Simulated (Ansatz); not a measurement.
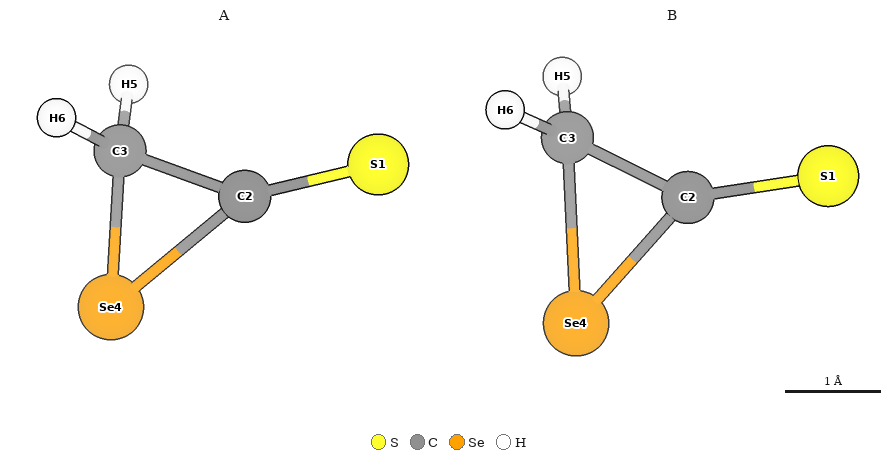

Two geometries of C2H2SSe, drawn at one scale. One is the start of a relaxation, the other its converged end. Style: ball-and-stick. Shown at a tilt.

The calculation used RKS r2SCANh-D4/def2-SVP in Ansatz. Settings: no spin polarisation; force threshold 0.02 eV/Å; at most 50 steps.

Question: Which geometry has the lower energy?

Answer: Structure B is the relaxed one. The run prepares an end point of a later path (hydrogen shift) calculation, from a guessed geometry. Se4 moves most after the best rigid fit: 0.25 Å. Largest moves by element: Se 0.25 Å, H 0.17 Å, C 0.15 Å, S 0.15 Å. Near-neighbour distances that change, for instance: C3–Se4 1.701 → 1.991 Å, C2–Se4 2.032 → 1.899 Å, S1–C2 1.481 → 1.597 Å, C3–H5 1.140 → 1.096 Å. Among the angles between lasting bonds that change: C3–C2–Se4 55.4° → 71.5°, C2–C3–Se4 79.3° → 64.8°, S1–C2–Se4 152.2° → 143.0°. Groups turn about C2–Se4 by about 30°. After 6 accepted moves (7 points after the start) the energy has fallen by 1.645 eV. Largest force component: 7.6 eV/Å at the start, 0.0042 eV/Å at the end. The line search rejected the trial step at point 6 of the run.
